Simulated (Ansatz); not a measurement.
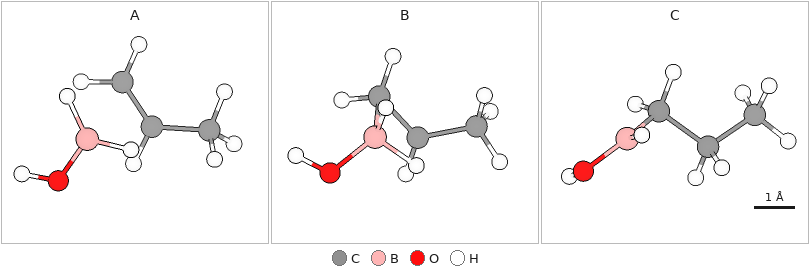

3 geometries from a converged minimum-energy path of C3H9BO, shuffled. Style: ball-and-stick. Shown at a tilt.

Level of theory: RKS r2SCANh-D4/6-31G (Ansatz). Set-up: 7 movable images; climbing image; force threshold 0.05 eV/Å; iteration limit 60; starting path through a guess of the saddle point.

> Which frame is the top of the path?

B. In order along the path, whose images run from 0 to 8: C (image 2, +0.13 eV), B (image 4, +2.00 eV), A (image 6, +1.51 eV). Breaking: C–H (1.10 → 3.26 Å), B–C (1.57 → 3.03 Å). Forming: B–H (2.88 → 1.19 Å).
